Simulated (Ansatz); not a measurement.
**GeHClF2: frequency calculation**

- system: GeHClF2
- method: RKS PBE0/def2-SVP (Ansatz 0.2.0)

It belongs to a series of runs on one base structure; here: vibrations at the highest image of the band. Figures and captions count atoms from 1; the log counts them from 0 in places.

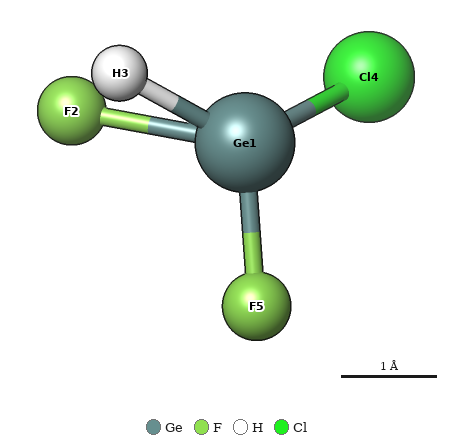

*The structure as given in the input (ball-and-stick view, seen at a tilt; atoms are numbered from 1 in the order of the input). Sticks mark near contacts.*

Bond lengths as drawn: Cl–Ge 2.14 Å, F–Ge 1.73 to 1.95 Å and Ge–H 1.62 Å.

Input file
```yaml
crystal:
  periodic: [false, false, false]
  atoms:
    - { symbol: Ge, position_ang: [0.255478, 0.044797, -0.337723] }
    - { symbol: F, position_ang: [0.871021, 0.009603, 1.510886] }
    - { symbol: H, position_ang: [1.674827, -0.022029, 0.434359] }
    - { symbol: Cl, position_ang: [-1.058781, 1.727752, -0.526761] }
    - { symbol: F, position_ang: [-0.803445, -1.319522, -0.415963] }
basis:
  gaussian: { orbitals: def2-SVP }
hamiltonian:
  xc: pbe0
phonons: {}
```

Hardware: 2 threads of Arm Neoverse V1, 24 GiB of memory available, shared host.

Launch command:
```bash
ansatz run input.yaml --threads 2 --pin off --max-ram 3072MiB --backend cpu --events-out ev --progress --plain --runs-dir out
```

The program's output
```
Engine: ansatz 0.2.0, aarch64-unknown-linux-gnu
Functional definition: PBE0
  parameter a = 0.25
  parameter kappa = 0.804
  parameter beta = 0.06672455060314922
  exchange = (1 - a)*pbe_x(kappa = kappa, mu = beta*pi^2/3) + a*exact_x
  correlation = pbe_c(beta = beta)
842 factors; integrals over basis functions are off by at most 3.4e-4 eV
mean field evaluation 1: about -74456.3044 eV, gradient 4.5e1 eV
mean field evaluation 2: about -74443.5752 eV, gradient 9.9e1 eV
mean field evaluation 4: about -74459.7034 eV, gradient 4.8e0 eV
mean field evaluation 8: about -74459.7553 eV, gradient 4.9e-2 eV
mean field -74459.75528078 eV, -2736.3455359338 hartree, gradient 3.8e-5 eV, S^2 0.000000; 0 other end points of the search recorded, 0 dependent functions left out
the calculation of the forces begins
reference -74459.75530088 eV, -2736.3455366724 hartree; 34, 34 occupied and 49, 49 virtual orbitals, 842 factors
these checks for a lower state are left out or cut short: stability, starts, cluster_reference, orbital_swaps, neighbouring_geometries, increment
842 factors; integrals over basis functions are off by at most 3.4e-4 eV
mean field evaluation 16: about -74459.7419 eV, gradient 2.2e-1 eV
mean field -74459.75515493 eV, -2736.3455313088 hartree, gradient 1.3e-6 eV, S^2 0.000000; 0 other end points of the search recorded, 0 dependent functions left out
[... from here on the field's lines of each further geometry are left out, up to the last ...]
the calculation of the forces begins
reference -74459.75530906 eV, -2736.3455369730 hartree; 34, 34 occupied and 49, 49 virtual orbitals, 842 factors
these checks for a lower state are left out or cut short: stability, starts, cluster_reference, orbital_swaps, neighbouring_geometries, increment
842 factors; integrals over basis functions are off by at most 3.4e-4 eV
mean field evaluation 192: about -74459.7553 eV, gradient 3.3e-5 eV
mean field -74459.75526589 eV, -2736.3455353866 hartree, gradient 1.0e-6 eV, S^2 0.000000; 0 other end points of the search recorded, 0 dependent functions left out
the calculation of the forces begins
reference -74459.75528599 eV, -2736.3455361252 hartree; 34, 34 occupied and 49, 49 virtual orbitals, 842 factors
WARN: phonons: modes at or below zero, which the zero-point energy, F, S and C_V leave out: 1, the lowest at -1334.06 cm⁻¹. A minimum has none, and a first-order saddle one
Total energy: -74459.75530088 eV, -2736.3455366724 hartree
Atom 0 at     0.255478     0.044797    -0.337723 Å, force    -0.010398     0.020188    -0.027641 eV/Å
Atom 1 at     0.871021     0.009603     1.510886 Å, force    -0.001164    -0.005521     0.035093 eV/Å
Atom 2 at     1.674827    -0.022029     0.434359 Å, force     0.009746    -0.002248    -0.010157 eV/Å
Atom 3 at    -1.058781     1.727752    -0.526761 Å, force     0.003856    -0.008238    -0.001907 eV/Å
Atom 4 at    -0.803445    -1.319522    -0.415963 Å, force    -0.002041    -0.004180     0.004612 eV/Å
Dipole moment:     0.384617     0.087617    -0.273717 e Å
Vibrations: -1334.06 136.55 187.47 216.51 437.31 565.75 582.38 732.12 1910.66 cm⁻¹, zero-point energy 0.295625 eV
```

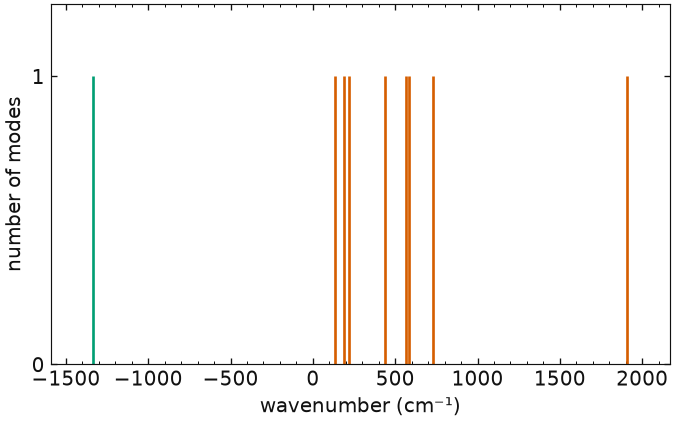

*Harmonic vibrational wavenumbers from the force constants; neighbouring modes closer than 15 cm⁻¹ are counted in one stick, and imaginary ones are drawn at negative wavenumbers.*

9 modes from 1334i to 1911 cm⁻¹, 1 imaginary beyond 8i (1334i cm⁻¹): a first-order saddle point, if the geometry is stationary.

Results in brief

```csv
quantity,value
outcome,converged
total energy,−74459.7553 eV
mean-field energy,−74459.7553 eV
largest force (length of the vector),0.036 eV/Å
wall time,40 s (CPU time 75 s)
peak memory,0.13 GiB
```
